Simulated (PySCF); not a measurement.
# S2F2 (Difluorodisulfane) at wB97X-V/STO-3G

What is the vertical singlet–triplet gap of S2F2 (Difluorodisulfane) at wB97X-V/STO-3G? Input form: a Python script.

Program for the calculation: PySCF 2.14.0.

13 further runs of the same task are left out: 4 that didn't finish, 9 set aside as unsound or not needed.

## 1. The system as given

S2F2 has 4 atoms, charge 0, and is taken as a singlet. As SMILES, `FSSF`. Geometry: relaxed at PBE0-D4/def2-TZVP.

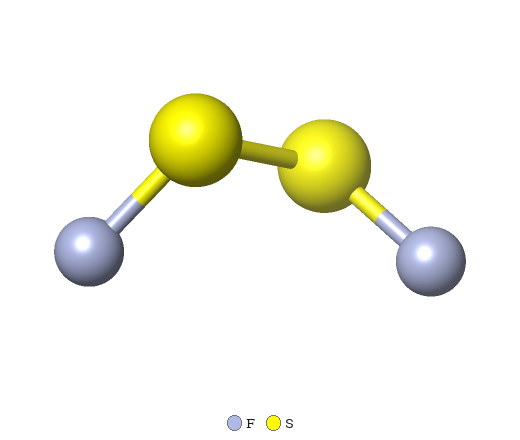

Viewed from a chosen angle; fluorine light blue, sulfur yellow.

## 2. A single-point energy at wB97X-V/STO-3G

Contents of input.py:

```python
# Difluorodisulfane
from pyscf import gto, dft

system = gto.M(
    atom='''
F     -3.370799    -0.377813    -1.174635
S     -0.883768     1.444034    -1.195006
S      1.974745    -0.522301    -0.349070
F      2.279784    -0.543901     2.718711
''',
    max_memory=1860,
    unit='bohr',
    verbose=4,
    basis='sto-3g',
    spin=0,
)

mf = dft.RKS(system, xc='wb97x-v')
mf.nlcgrids.level = 1
mf.conv_tol = 1e-10
mf.grids.level = 5
mf.kernel()
if not mf.converged:
    mf = mf.newton().run(mf.mo_coeff, mf.mo_occ)

etot = mf.e_tot
print('E(%s) = %.9f' % ('WB97X-V', etot))
```

The run is started by

```console
$ OMP_NUM_THREADS=1 python input.py
```

Log:

```text
PySCF version 2.14.0

[INPUT] num. atoms = 4
[INPUT] num. electrons = 50
[INPUT] charge = 0
[INPUT] spin (= nelec alpha-beta = 2S) = 0
[INPUT] symmetry False subgroup None
[INPUT] Mole.unit = bohr
[INPUT] Symbol           X                Y                Z      unit          X                Y                Z       unit  Magmom
[INPUT]  1 F     -1.783750013392  -0.199930029589  -0.621590073149 AA   -3.370799000000  -0.377813000000  -1.174635000000 Bohr   0.0
[INPUT]  2 S     -0.467669885340   0.764149884594  -0.632369942113 AA   -0.883768000000   1.444034000000  -1.195006000000 Bohr   0.0
[INPUT]  3 S      1.044990051378  -0.276389786441  -0.184719889016 AA    1.974745000000  -0.522301000000  -0.349070000000 Bohr   0.0
[INPUT]  4 F      1.206409738620  -0.287820014197   1.438679904278 AA    2.279784000000  -0.543901000000   2.718711000000 Bohr   0.0

nuclear repulsion = 230.128336118519
number of shells = 16
number of NR pGTOs = 84
number of NR cGTOs = 28
basis = sto-3g
ecp = {}

******** <class 'pyscf.dft.rks.RKS'> ********
method = RKS
initial guess = minao
damping factor = 0
level_shift factor = 0
DIIS = <class 'pyscf.scf.diis.CDIIS'>
diis_start_cycle = 1
diis_space = 8
diis_damp = 0
SCF conv_tol = 1e-10
SCF conv_tol_grad = None
SCF max_cycles = 50
direct_scf = True
direct_scf_tol = 1e-13
XC library pyscf.dft.libxc version 7.0.0
    S. Lehtola, C. Steigemann, M. J.T. Oliveira, and M. A.L. Marques.,  SoftwareX 7, 1–5 (2018)
XC functionals = wb97x-v
    N. Mardirossian and M. Head-Gordon.,  Phys. Chem. Chem. Phys. 16, 9904-9924 (2014)
radial grids:
    Treutler-Ahlrichs [JCP 102, 346 (1995); DOI:10.1063/1.469408] (M4) radial grids

becke partition: Becke, JCP 88, 2547 (1988); DOI:10.1063/1.454033
pruning grids: <function nwchem_prune>
grids dens level: 5
symmetrized grids: False
atomic radii adjust function: <function treutler_atomic_radii_adjust>
** Following is NLC and NLC Grids **
NLC functional = wb97x-v
radial grids:
    Treutler-Ahlrichs [JCP 102, 346 (1995); DOI:10.1063/1.469408] (M4) radial grids

becke partition: Becke, JCP 88, 2547 (1988); DOI:10.1063/1.454033
pruning grids: <function nwchem_prune>
grids dens level: 1
symmetrized grids: False
atomic radii adjust function: <function treutler_atomic_radii_adjust>
small_rho_cutoff = 0
Set gradient conv threshold to 1e-05
Initial guess from minao.
tot grids = 173856
tot grids = 23232
init E= -984.190485440033
  HOMO = -0.296375566515117  LUMO = 0.000875403403936686  gap/eV = 8.08861
cycle= 1 E= -983.988562758642  delta_E= 0.202  |g|= 0.447  |ddm|= 3.18
  HOMO = -0.148770532631411  LUMO = 0.222178219486342  gap/eV = 10.09403
cycle= 2 E= -984.056068356775  delta_E= -0.0675  |g|= 0.336  |ddm|= 1.52
  HOMO = -0.220997902566375  LUMO = 0.2533687934134  gap/eV = 12.90818
cycle= 3 E= -984.100947600937  delta_E= -0.0449  |g|= 0.02  |ddm|= 0.554
  HOMO = -0.222035907348846  LUMO = 0.260452634813013  gap/eV = 13.12918
cycle= 4 E= -984.101399541497  delta_E= -0.000452  |g|= 0.00439  |ddm|= 0.0816
  HOMO = -0.22204372376925  LUMO = 0.259616695178922  gap/eV = 13.10665
cycle= 5 E= -984.101427684527  delta_E= -2.81e-05  |g|= 0.000558  |ddm|= 0.0245
  HOMO = -0.22222446728089  LUMO = 0.259554902761869  gap/eV = 13.10988
cycle= 6 E= -984.101428083864  delta_E= -3.99e-07  |g|= 6.56e-05  |ddm|= 0.00307
  HOMO = -0.222224285092539  LUMO = 0.259546621022229  gap/eV = 13.10965
cycle= 7 E= -984.101428089616  delta_E= -5.75e-09  |g|= 1.7e-05  |ddm|= 0.00034
  HOMO = -0.222224973657069  LUMO = 0.259549538709605  gap/eV = 13.10975
cycle= 8 E= -984.101428090037  delta_E= -4.21e-10  |g|= 2.27e-06  |ddm|= 0.00011
  HOMO = -0.222224631200648  LUMO = 0.259549325630108  gap/eV = 13.10974
cycle= 9 E= -984.101428090044  delta_E= -7.05e-12  |g|= 4.21e-07  |ddm|= 1.01e-05
  HOMO = -0.222224628583311  LUMO = 0.259549318477324  gap/eV = 13.10974
Extra cycle  E= -984.101428090043  delta_E= 1.14e-12  |g|= 1.79e-07  |ddm|= 1.38e-06
converged SCF energy = -984.101428090043
E(WB97X-V) = -984.101428090
```

Wall time 22 s (1 thread of Arm Neoverse V1, shared host); peak memory 0.24 GiB.

## 3. The triplet, same level

Contents of run.py:

```python
from pyscf import gto, dft

mol = gto.Mole()
mol.atom = '''
F     -3.370799    -0.377813    -1.174635
S     -0.883768     1.444034    -1.195006
S      1.974745    -0.522301    -0.349070
F      2.279784    -0.543901     2.718711
'''
mol.spin = 2
mol.verbose = 3
mol.charge = 0
mol.max_memory = 1860
mol.basis = 'sto-3g'
mol.unit = 'bohr'
mol.build()

mf = dft.UKS(mol)
mf.xc = 'wb97x-v'
mf.grids.level = 5
mf.conv_tol = 1e-10
mf.nlcgrids.level = 1
mf.kernel()
if not mf.converged:
    mf = mf.newton().run(mf.mo_coeff, mf.mo_occ)

energy = mf.e_tot
print('Final energy', energy)
```

The run is started by

```console
$ OMP_NUM_THREADS=1 python run.py
```

Log:

```text
WARN: HOMO 0.000875403403929637 >= LUMO -0.29637556651513

WARN: HOMO 0.0672360093916202 >= LUMO 0.0440326277969436

converged SCF energy = -983.880759178528  <S^2> = 2.0171654  2S+1 = 3.0114218
Final energy -983.8807591785278
```

Wall time 49 s (1 thread of Arm Neoverse V1, shared host); peak memory 0.25 GiB.

## 4. Summary of results

At wB97X-V/STO-3G:

| quantity | value |
| --- | --- |
| singlet: total energy | -984.10143 Eh |
| singlet: dipole moment | 0.24 D |
| singlet: HOMO energy | -6.05 eV |
| singlet: LUMO energy | 7.06 eV |
| singlet: HOMO–LUMO gap | 13.11 eV |
| triplet: total energy | -983.88076 Eh |
| triplet: dipole moment | 0.47 D |
| triplet: HOMO energy (highest over α and β) | 0.24 eV |
| triplet: LUMO energy (lowest over α and β) | 1.33 eV |
| triplet: ⟨S²⟩ | 2.017 |
| vertical energy of the triplet above the singlet | 6.005 eV |

At this shape the triplet lies 6.00 eV (138 kcal/mol) above the singlet. In a minimal basis such a difference can be off by several eV, whatever the method. Mulliken charges (singlet) run from -0.16 on F1 to +0.16 on S2; they depend strongly on the basis. Mulliken charges (triplet) run from -0.15 on F1 to +0.15 on S2; they depend strongly on the basis.
